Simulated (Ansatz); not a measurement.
Partial pair distribution functions of a relaxed model of amorphous Si$_{26}$O$_{46}$, broadened by 0.06 Å; density 2.19 g/cm³. Method: PBE (plane waves to 420 eV, PAW; Ansatz, a program for electronic structure). The usual formal charges leave 12 electrons over, so the level spacing at the Fermi energy parts defect or band states and needn't be the band gap.

It comes from a melt-quench run on a machine-learned potential (CHGNet), relaxed afterwards by DFT. O atoms were pushed apart under 1.9 Å during the dynamics, to hinder bonds among them. It is a model cell: composition and starting density were chosen by hand, and all elements were melted together. No dispersion term was used. Its density started from a set value of 2.19 and ended at 2.19 g/cm³. The simulated quench (nominally 1200 K/ps over its main leg) is rapid and tends to freeze in more defects than a deposited or slowly cooled glass has. One small periodic cell is one sample of the glass; other quenches scatter about these values. The volume was held where the preparation left it, at a PBE pressure of 1.2 GPa. Stress components on the final sampling reach 3.3 GPa.

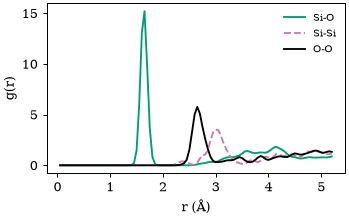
Partial pair distribution functions

Highest peaks under 4.5 Å: Si-O near 1.65 Å, Si-Si near 3.00 Å, O-O near 2.65 Å; pairs of few atoms are noisy.

Within 1.92 Å each Si has 3.54 O neighbours on average.
